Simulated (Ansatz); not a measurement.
# Amorphous SnO2 (72 atoms) in motion

Wanted: a short trajectory of amorphous SnO2 (72 atoms) with its pair distributions.

Calculated with Ansatz 0.2.0; Kohn-Sham DFT, PBE, PAW (set soft_2), plane waves.

## 1. The structure

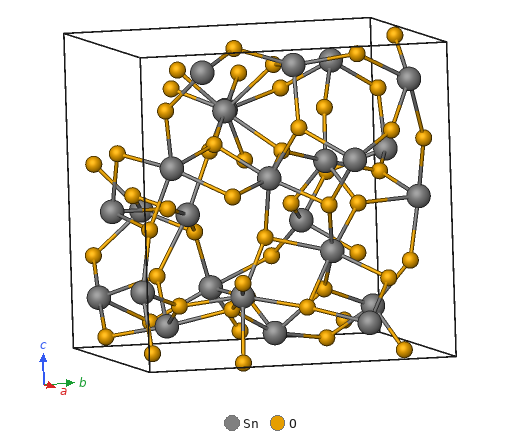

Start, viewed slightly off an axis; tin grey, oxygen orange. Bonds to atoms that aren't drawn are left out. Some periodic images of atoms are drawn too.

The cell holds 72 atoms: 24 Sn and 48 O. Cell: a = 9.851 Å, b = 9.851 Å, c = 9.851 Å, α = 90.0°, β = 90.0°, γ = 90.0°. 72 atoms (24 Sn, 48 O) placed at random at 6.03 g/cm³, melted at 5000 K for 10 ps at fixed volume with the Morse and Coulomb pair potential with partial charges (Pedone, Malavasi, Menziani, Cormack and Segre, J. Phys. Chem. B 110, 11780 (2006)). Quenched from 5000 K to 300 K at 50 K/ps and fixed volume, held 10 ps at zero pressure, then minimised at fixed cell.

What the set-up can't give: The quench rate of 50 K/ps far exceeds what a furnace or splat quench reaches, so expect more defects and frozen-in strain than in a real sample. The starting topology of bonds comes from the classical model. The Brillouin zone is sampled at Γ only, in a cell whose shortest periodic width is 10 Å.

## 2. Dynamics at 400 K

A Langevin thermostat couples each atom to a heat bath, at the price of damped dynamics. The time step is 1.0 fs.

File input.yaml:

```yaml
crystal:
  lattice:
    - [9.85089, 0.0, 0.0]
    - [0.0, 9.85089, 0.0]
    - [0.0, 0.0, 9.85089]
  atoms:
    - { symbol: Sn, position: [0.73091, 0.67318, 0.33118] }
    - { symbol: Sn, position: [0.04728, 0.22312, 0.43013] }
    - { symbol: Sn, position: [0.50768, 0.18186, 0.09938] }
    - { symbol: Sn, position: [0.77408, 0.46414, 0.57574] }
    [... 62 atom lines left out ...]
    - { symbol: O, position: [0.01346, 0.08116, 0.58109] }
    - { symbol: O, position: [0.81347, 0.56586, 0.16417] }
    - { symbol: O, position: [0.63141, 0.78678, 0.47039] }
    - { symbol: O, position: [0.90185, 0.31165, 0.53445] }
    - { symbol: O, position: [0.38479, 0.7319, 0.02549] }
    - { symbol: O, position: [0.18415, 0.3613, 0.36507] }
kpoints:
  mp_grid: { grid: [1, 1, 1] }
hamiltonian:
  xc: pbe
scf:
  occupations: { method: fixed }
output:
  forces: true
md:
  timestep: 1.0
  n_steps: 250
  ensemble: nvt_langevin
  temperature: 400
  initial_velocities: maxwell_boltzmann
  seed: 3765
```

Run with:

```console
> ansatz run input.yaml --threads 4 --pin off --max-ram 8192MiB --backend cpu --events-out ev --progress --plain --runs-dir out
```

The job ended after 39 min (4 threads of Arm Neoverse V1, shared host; peak memory 1.4 GiB).

The program notes that it switched symmetry off.

Rows from the run:

| time (fs) | T (K) | potential (meV/atom) |
| --- | --- | --- |
| 0.0 | 394 | 0.0 |
| 17.0 | 392 | 2.7 |
| 33.0 | 367 | 12.6 |
| 50.0 | 335 | 17.0 |
| 67.0 | 382 | 15.7 |
| 83.0 | 408 | 11.5 |
| 100.0 | 368 | 16.7 |
| 117.0 | 397 | 14.6 |
| 133.0 | 444 | 14.4 |
| 150.0 | 488 | 9.3 |
| 167.0 | 435 | 16.6 |
| 183.0 | 458 | 16.7 |
| 200.0 | 477 | 13.3 |
| 217.0 | 457 | 17.4 |
| 233.0 | 435 | 13.3 |
| 250.0 | 414 | 12.7 |

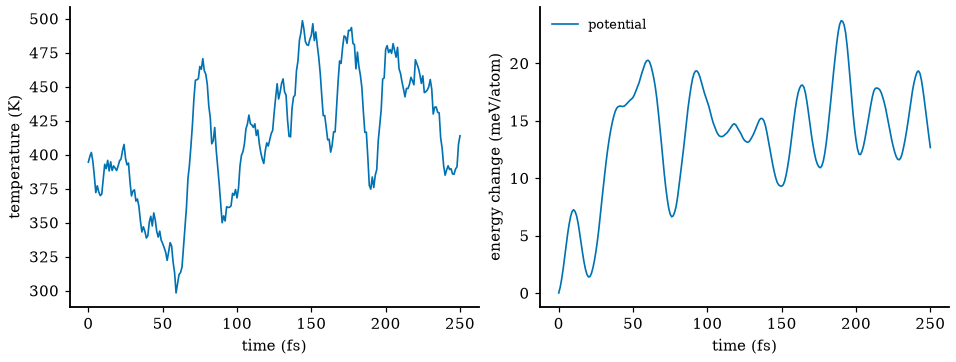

Temperature and energies against time.

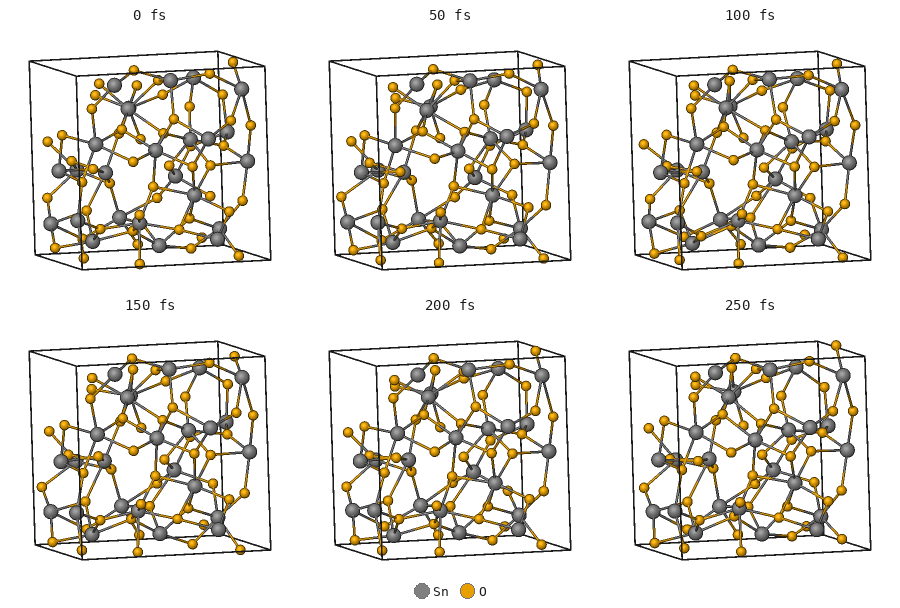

6 frames of the run. Bonds to atoms that aren't drawn are left out.

Mean square displacement from the first frame to the last: Sn 0.030 Å², O 0.064 Å².

Mean square displacement against time lag:

```
time lag (fs)   O (Å²)  Sn (Å²)
          1.0   6.4e-5   9.1e-6
          6.0  0.00221   3.2e-4
         16.0   0.0135  0.00210
         21.0   0.0208  0.00345
         32.0   0.0350  0.00706
         37.0   0.0397  0.00886
         42.0   0.0432   0.0107
         52.0   0.0482   0.0143
         57.0   0.0502   0.0160
         68.0   0.0540   0.0195
         73.0   0.0554   0.0210
         83.0   0.0573   0.0238
         88.0   0.0577   0.0252
         94.0   0.0579   0.0267
        104.0   0.0586   0.0292
        109.0   0.0591   0.0304
        119.0   0.0604   0.0327
        125.0   0.0612   0.0341
```

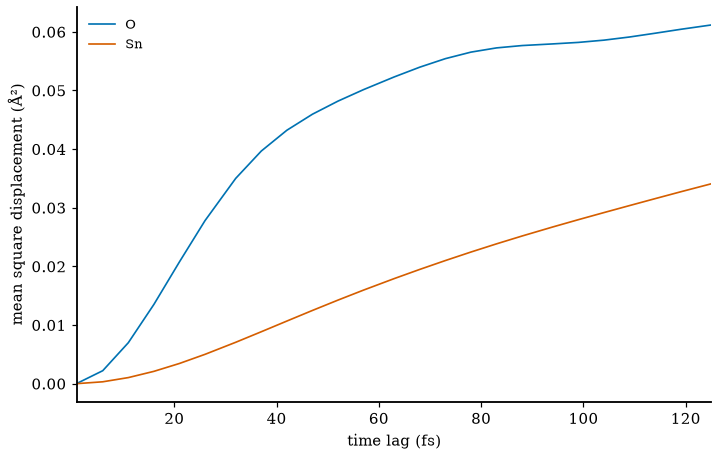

Mean square displacement, plotted against time lag.

Over the second half of 250 fs the temperature averages 444 K with swings of 33 K r.m.s. From first frame to last O has the largest mean square displacement, 0.064 Å² at the end; the farthest move is 0.49 Å. The count of bonds goes from 133 in the first frame to 135 in the last, by one set of cutoffs: 1 pairs passed out of them and 3 came within. The run spans 0.25 ps, too short for its means to be equilibrium values.

## 3. Local order late in the run

The g(r) is a mean over the second half; what follows it is taken at the last frame.

Density 6.28 g/cm³, 13.28 Å³ an atom.

Mean of 14 frames. Pair distribution functions g(r), in bins of 0.2 Å:

```csv
r (Å),total,O-O,O-Sn,Sn-Sn
1.80,0.04,0.00,0.08,0.00
2.00,2.77,0.00,6.21,0.00
2.20,1.56,0.00,3.52,0.00
2.40,0.31,0.26,0.44,0.00
2.60,0.72,1.54,0.08,0.00
2.80,1.17,2.46,0.17,0.00
3.00,1.17,2.33,0.21,0.39
3.20,1.16,1.77,0.31,2.07
3.40,0.89,1.00,0.58,1.70
3.60,0.92,0.58,0.88,2.42
3.80,0.94,0.52,1.01,2.30
4.00,1.03,0.78,1.17,1.50
4.20,0.98,0.74,1.38,0.34
4.40,0.94,0.71,1.28,0.49
4.60,1.07,0.71,1.49,0.80
4.80,1.02,0.84,1.29,0.65
```

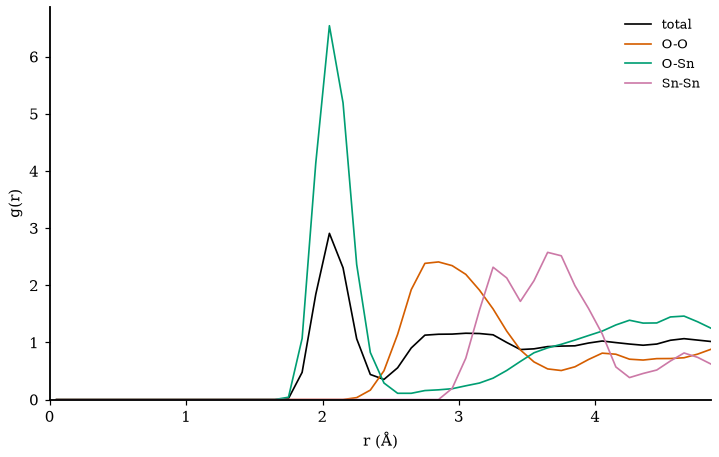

Pair distribution functions, lightly smoothed.

Bonds by pair of elements; cutoffs follow the first minimum of g(r), held within bounds set by covalent radii, and pairs that aren't listed don't count as bonded:

```csv
pair A-B,cutoff (Å),bonds,mean length (Å),spread (Å),shortest (Å),B about A,A about B
O-Sn,2.58,135,2.10,0.104,1.92,2.81,5.62
```

How many atoms have how many bonded neighbours:

```csv
element,mean,2,3,4,5,6
O,2.81,10,37,1,0,0
Sn,5.62,0,0,0,9,15
```

Bond angles, per cent of each kind in bins of 5°:

```csv
angle (°),O-Sn-O,Sn-O-Sn
65–70,0.6,0.0
70–75,3.8,0.0
75–80,14.0,0.8
80–85,13.0,0.0
85–90,11.7,0.8
90–95,7.6,4.7
95–100,8.9,11.8
100–105,7.0,18.1
105–110,5.4,7.1
110–115,1.9,6.3
115–120,2.9,4.7
120–125,1.9,11.0
125–130,0.6,12.6
130–135,1.6,6.3
135–140,0.6,6.3
140–145,0.3,2.4
145–150,2.9,3.9
150–155,3.8,0.8
155–160,3.5,1.6
160–165,3.5,0.0
165–170,1.9,0.8
170–175,1.9,0.0
175–180,0.6,0.0
```

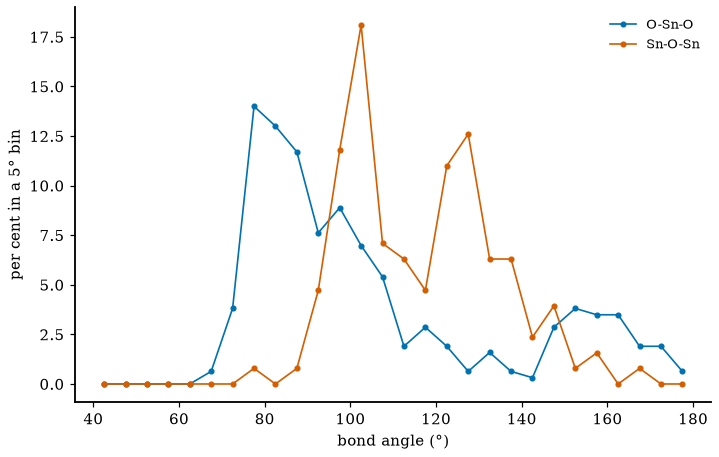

Distributions of the most common bond angles.

Bond angles (no mean is given where the spread exceeds 20°):

```csv
angle,count,mean (°),spread (°)
O-Sn-O,315,-,-
Sn-O-Sn,127,117,17.5
```

Bond length by coordination (bonds to H left out):

| element | coordination | atoms | mean bond length (Å) |
| --- | --- | --- | --- |
| O | 2 | 10 | 2.03 |
| O | 3 | 37 | 2.10 |
| O | 4 | 1 | 2.24 |
| Sn | 5 | 9 | 2.07 |
| Sn | 6 | 15 | 2.11 |

Rings of the network by King's shortest-path rule, up to 12 atoms, one path for each pair of neighbours; H, halogens, alkali and alkaline-earth atoms are left out, and the last column divides by all other atoms, bonded or not:

```
ring size (atoms)  rings  per network atom
                4     27             0.375
                6     62             0.861
                8     81              1.12
               10     29             0.403
               12      2             0.028
```

For some of the pairs, g(r) has its first main peak near 2.8 Å (O-O) and 2.1 Å (O-Sn). By these cutoffs 77 % of O atoms have 3 and 62 % of Sn atoms have 6 bonded neighbours. Bonds at O atoms with 2 neighbours average 2.03 Å, against 2.10 Å at those with 3. Rings of 8 atoms are the most common (40 % of those counted); sizes run from 4 to 12, where the search stops.

## 4. Single point at the last frame

The last frame is solved again with fuller output, to read the electronic structure of a thermally displaced geometry.

File input.yaml:

```yaml
crystal:
  lattice:
    - [9.85089, 0.0, 0.0]
    - [0.0, 9.85089, 0.0]
    - [0.0, 0.0, 9.85089]
  atoms:
    - { symbol: Sn, position: [0.72869, 0.67626, 0.34146] }
    - { symbol: Sn, position: [0.04408, 0.21771, 0.43104] }
    - { symbol: Sn, position: [0.51117, 0.19579, 0.09081] }
    - { symbol: Sn, position: [0.75895, 0.46583, 0.57625] }
    [... 62 atom lines left out ...]
    - { symbol: O, position: [0.02116, 0.0859, 0.59905] }
    - { symbol: O, position: [0.81016, 0.56602, 0.17494] }
    - { symbol: O, position: [0.64401, 0.78786, 0.49341] }
    - { symbol: O, position: [0.88231, 0.306, 0.5295] }
    - { symbol: O, position: [0.37085, 0.7403, 0.03533] }
    - { symbol: O, position: [0.18016, 0.38153, 0.38905] }
kpoints:
  mp_grid: { grid: [1, 1, 1] }
hamiltonian:
  xc: pbe
scf:
  occupations: { method: fixed }
output:
  forces: true
  stress: true
  populations: true
  dos:
    method: { smearing: { sigma: 0.08 } }
    de: 0.1
    projected: { site_lists: { O: [O], Sn: [Sn] } }
  eigenvalues: true
  write_density: true
  write_potential: true
  volumetric_format: npy
  elf: true
```

The job ended after 23 s (4 threads; peak memory 1.3 GiB).

Read from the output:

| Quantity | Value |
| --- | --- |
| free energy | -171794.0260 eV |
| free energy per atom | -2386.0281 eV/atom |
| SCF cycles | 12 |
| pressure | 3.349 GPa |
| r.m.s. force component | 0.746 eV/Å |
| longest force | 2.92 eV/Å |
| Fermi energy | 8.145 eV |
| gap (highest filled to lowest empty level) | 0.4394 eV |
| spilling of the projection | 0.005166 |

Neighbours are counted within 2.58 Å (O-Sn), the cutoffs taken from the dynamics.

Length of the force by element and coordination:

```
element  coordination  atoms  mean length of the force (eV/Å)  spread  least   most
      O           all     48                             1.01   0.438  0.209   1.98
      O             2     10                            0.813   0.306  0.209   1.19
      O             3     37                             1.09   0.438  0.316   1.98
      O             4      1                            0.253       0  0.253  0.253
     Sn           all     24                             1.43   0.724  0.231   2.92
     Sn             5      9                             1.62   0.624  0.672   2.92
     Sn             6     15                             1.31   0.754  0.231   2.70
```

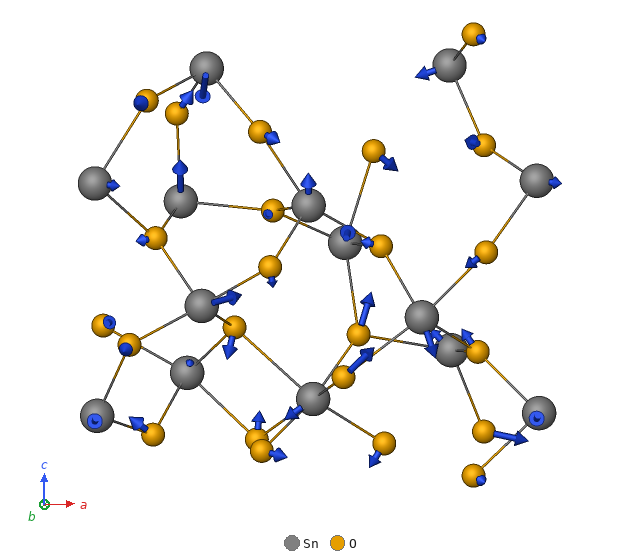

Forces as arrows; the longest in the cell is 2.92 eV/Å. Drawn is a slice 5 Å thick, seen along the normal of the ac plane.

Löwdin charges by element and coordination (they lack the spilled electrons, 0.045 e an atom on average):

```
element  coordination  atoms  mean charge (e)  spread   least    most
      O           all     48           -0.778  0.0203  -0.825  -0.732
      O             2     10           -0.779  0.0233  -0.825  -0.742
      O             3     37           -0.777  0.0188  -0.802  -0.732
      O             4      1           -0.812       0  -0.812  -0.812
     Sn           all     24             1.69  0.0363    1.58    1.74
     Sn             5      9             1.69  0.0318    1.63    1.74
     Sn             6     15             1.69  0.0388    1.58    1.73
```

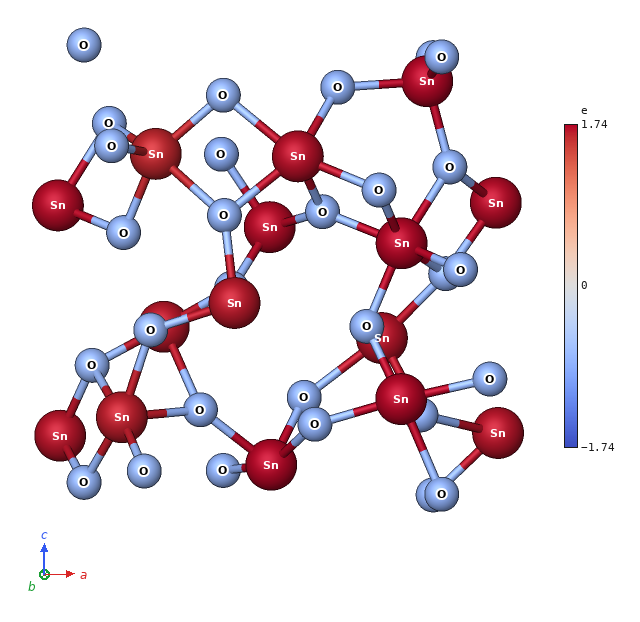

Atoms coloured by Löwdin charge. Drawn is a slice 5 Å thick, seen along the normal of the ac plane. Bonds to atoms that aren't drawn are left out.

Density of states as counts of states in windows of 1 eV (from the Fermi level), total and the larger projections:

| from (eV) | to (eV) | total | O p | Sn p | Sn s |
| --- | --- | --- | --- | --- | --- |
| -14 | -9 | 0.0 | 0.0 | 0.0 | 0.0 |
| -9 | -8 | 1.4 | 0.8 | 0.0 | 0.5 |
| -8 | -7 | 19.8 | 11.1 | 0.7 | 7.0 |
| -7 | -6 | 14.4 | 8.2 | 0.7 | 4.4 |
| -6 | -5 | 17.7 | 11.5 | 2.2 | 2.8 |
| -5 | -4 | 32.1 | 24.0 | 6.0 | 0.8 |
| -4 | -3 | 42.1 | 33.6 | 6.0 | 0.7 |
| -3 | -2 | 43.0 | 37.6 | 3.4 | 0.4 |
| -2 | -1 | 61.9 | 58.2 | 1.5 | 0.4 |
| -1 | 0 | 52.2 | 50.1 | 0.7 | 0.3 |
| 0 | 1 | 5.5 | 4.0 | 0.1 | 0.9 |
| 1 | 2 | 0.0 | 0.0 | 0.0 | 0.0 |
| 2 | 3 | 4.0 | 1.6 | 0.5 | 1.5 |
| 3 | 4 | 18.4 | 7.0 | 2.0 | 7.5 |
| 4 | 5 | 15.7 | 5.8 | 1.8 | 6.6 |

The curve was stored every 0.100 eV, coarse against its broadening of 0.08 eV, so these counts are rough.

With fixed occupations the program's Fermi level is the highest filled level.

Between -22 and -14 eV lie 336 more states.

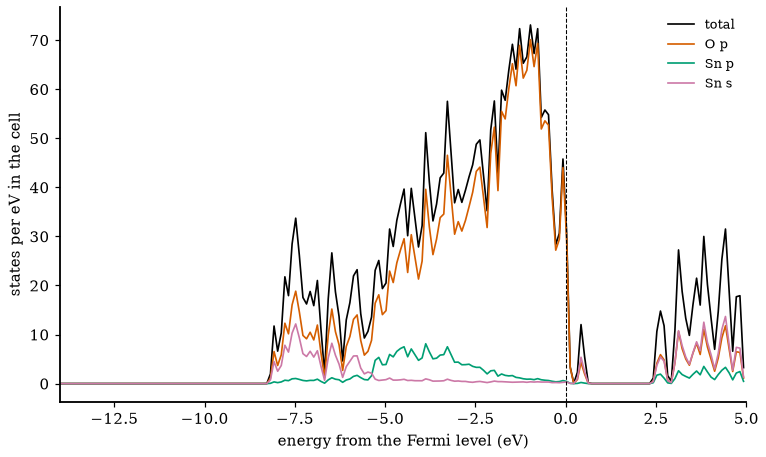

Total and projected density of states, with the broadening of the input.

The levels nearest the highest filled one (over half full), pooled over k-points and spins:

```
level less the highest filled one (eV)  occupation
                                -0.231           2
                                -0.149           2
                               -0.0836           2
                               -0.0607           2
                               -0.0164           2
                                     0           2
                                 0.439           0
                                  2.56           0
                                  2.69           0
                                  3.09           0
                                  3.13           0
                                  3.22           0
```

Mean Löwdin charges: O -0.78, Sn +1.69 e (they miss 0.52 % of the electrons, so they add up to more than the cell's charge). The largest share in the top eV of filled states is O p (97 % of the projected weight), and in the lowest eV of empty states Sn s (45 % of the projected weight).

## 5. Outcome

- mean temperature, second half: 444.5 K
- temperature swing, second half: 32.82 K
- free energy per atom: -2386.0281 eV/atom
- pressure: 3.349 GPa
- r.m.s. force component: 0.746 eV/Å
- gap (highest filled to lowest empty level): 0.4394 eV
- wall time of the 2 DFT runs: 39 min

Over the second half of 250 fs the temperature averages 444 K with swings of 33 K r.m.s. The count of bonds goes from 133 in the first frame to 135 in the last, by one set of cutoffs: 1 pairs passed out of them and 3 came within. The run spans 0.25 ps, too short for its means to be equilibrium values. By these cutoffs 77 % of O atoms have 3 and 62 % of Sn atoms have 6 bonded neighbours. Filled and empty levels are parted by 0.439 eV (at Γ alone); a semilocal functional tends to put such gaps too low. In a disordered cell it changes from sample to sample, and tail or defect levels can set it.

Caveats: The network of bonds at the start is that of the classical potential that made the cell; in DFT 1 of its 133 bonded pairs passed out of the cutoffs and 3 came within them. The pressure of 3.3 GPa is that of one thermal frame at a volume set beforehand, without the kinetic term.

[Logs are printed without paths, hosts, clocks, repeated set-up lines and the standing remarks that a program may print on its own settings, such as how far it seeks lower states.]

[Hosts, paths, dates, database ids (printed as entryN), source tags and the programs' standing remarks are cut or masked in the printed files.]
